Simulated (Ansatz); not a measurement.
**CF (charge +1): ladder of basis sets in Python**

Aim: a ladder of basis sets, for CF (charge +1), run from a script.

Program: Ansatz 0.2.0 through its Python package. The levels of theory stand in the script. These are calculated values, not measurements.

## (1) The structure

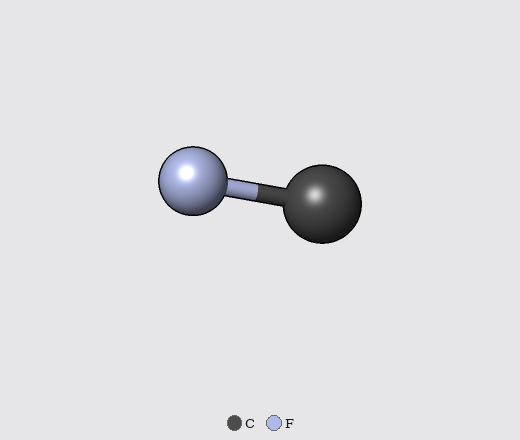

The structure that the script starts from, seen from a chosen angle (carbon dark grey, fluorine light blue).

No structure file is read: the coordinates are typed or built in the script.

## (2) The code

basis_cf.py reads:

```python
"""Basis-set convergence for CF(+)."""

import logging
import sys
import warnings

import ansatz as az

logging.basicConfig(stream=sys.stdout, format="%(levelname)s:%(name)s:%(message)s")
logger = logging.getLogger("cf")
logger.setLevel(logging.INFO)

GEOMETRY = """
C     0.00000    0.00000    0.00000
F     0.00000    0.00000    1.42500
"""


def main() -> None:
    warnings.simplefilter("ignore", az.DeckWarning)

    system = az.Crystal.molecule()
    for line in GEOMETRY.strip().splitlines():
        symbol, *xyz = line.split()
        system = system.atom(symbol, [float(v) for v in xyz])

    calculation = system.calculation().functional("pbe0").charge(1)

    energies = {}
    for basis in ["cc-pVDZ", "cc-pVTZ", "cc-pVQZ"]:
        r = calculation.basis(gaussian=basis).run(threads=1, pin="off").report
        size = r["n_frozen"] + r["n_occupied"][0] + r["n_virtual"][0]
        energies[basis] = (r["reference_energy_ev"] / 27.211386246, r["free_energy_ev"] / 27.211386246)
        logger.info(f"{basis:14s} {size:4d} orbitals  reference {energies[basis][0]:14.6f} Ha  total {energies[basis][1]:14.6f} Ha")

    last = energies["cc-pVQZ"][1]
    for basis, (_, total) in energies.items():
        logger.info(f"{basis:14s} lies {27.211386 * (total - last):9.4f} eV above cc-pVQZ")


if __name__ == "__main__":
    main()
```

## (3) The input behind the calls

The package turns the script's settings into the engine's input (first run):

```yaml
crystal:
  periodic: [false, false, false]
  atoms:
    - { symbol: C, position_ang: [0.0, 0.0, 0.0] }
    - { symbol: F, position_ang: [0.0, 0.0, 1.425] }
basis:
  gaussian:
    orbitals: cc-pVDZ
hamiltonian:
  xc: pbe0
total_charge: 1.0
```

## (4) The run

Started as:

```
$ python basis_cf.py
```

Log:

```text
INFO:cf:cc-pVDZ          28 orbitals  reference    -137.239697 Ha  total    -137.239697 Ha
INFO:cf:cc-pVTZ          60 orbitals  reference    -137.279219 Ha  total    -137.279219 Ha
INFO:cf:cc-pVQZ         110 orbitals  reference    -137.289962 Ha  total    -137.289962 Ha
INFO:cf:cc-pVDZ        lies    1.3678 eV above cc-pVQZ
INFO:cf:cc-pVTZ        lies    0.2924 eV above cc-pVQZ
INFO:cf:cc-pVQZ        lies    0.0000 eV above cc-pVQZ
```

Wall time 1.8 s (1 thread of Arm Neoverse V1, shared host); peak memory 0.17 GiB.

## (5) What changed from run to run

The engine's inputs for the other runs:

Run 2, against run 1:

```diff
@@ -8 +8 @@
-    orbitals: cc-pVDZ
+    orbitals: cc-pVTZ
```

Run 3, against run 1:

```diff
@@ -8 +8 @@
-    orbitals: cc-pVDZ
+    orbitals: cc-pVQZ
```

## (6) Run by run

One row for each of the 3 runs:

| run | basis | energy (eV) | SCF cycles | CPU time (s) |
| --- | --- | --- | --- | --- |
| 1 | cc-pVDZ | -3734.4824 | 16 | 0.24 |
| 2 | cc-pVTZ | -3735.5578 | 17 | 0.37 |
| 3 | cc-pVQZ | -3735.8502 | 17 | 0.67 |

## (7) Outcome

| quantity | value |
| --- | --- |
| runs compared | 3 |
| change of the total from set to set | -1.075, -0.292 eV |

What this shows: Against cc-pVDZ: cc-pVTZ -39.5 mHa and cc-pVQZ -50.3 mHa. The last step alone is -10.74 mHa. The drop along the ladder measures the basis error, and is no property of the molecule. The geometry is a force-field or estimated start, not a minimum of this method, and the last set is no limit. Much of the fall in a total is atomic energy, which cancels in bond and reaction energies. The spin state was assumed, and another may lie lower.
